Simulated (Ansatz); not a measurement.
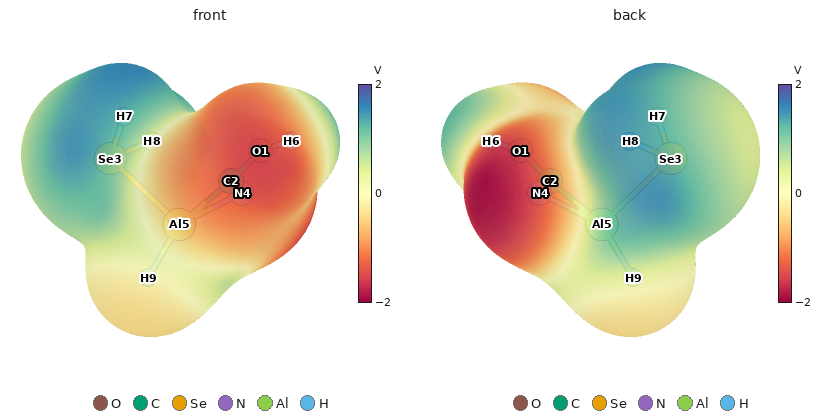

CH$_{4}$AlNOSe. The electrostatic potential painted on the density surface at 0.001 e/bohr³, seen from the front and from behind; the colour scale runs from red (negative) to blue (positive).

The calculation used Ansatz, RKS r2SCAN/def2-SVP.

Input file:

```
crystal:
  periodic: [false, false, false]
  atoms:
    - { symbol: O, position_ang: [-0.1775, 1.173, 1.0163] }
    - { symbol: C, position_ang: [-0.1103, 0.047, 0.2464] }
    - { symbol: Se, position_ang: [0.4522, -1.5457, 1.1915] }
    - { symbol: "N", position_ang: [-1.1912, -0.1461, -0.6376] }
    - { symbol: Al, position_ang: [0.3839, 0.2662, -1.594] }
    - { symbol: H, position_ang: [-0.8938, 1.028, 1.7068] }
    - { symbol: H, position_ang: [1.8731, -0.8919, 1.493] }
    - { symbol: H, position_ang: [-0.58768, -2.64843, 0.98285] }
    - { symbol: H, position_ang: [1.121, 1.1847, -2.6339] }
basis:
  gaussian: { orbitals: def2-SVP }
hamiltonian:
  xc: r2scan
relax:
  f_tol: 0.02
  max_steps: 50
output:
  orbitals: {}
```

Run with:

```sh
ansatz run input.yaml --threads 2 --pin off --max-ram 3072MiB --backend cpu --events-out ev --progress --plain --runs-dir out
```

The fields are those of the run's last geometry, not of the input's.

Describe the electrostatic potential map.

The most negative region (about −2.0 V) lies over N4, the most positive (about +1.6 V) over Se3 and H7. N4 is the likeliest acceptor of a hydrogen bond.
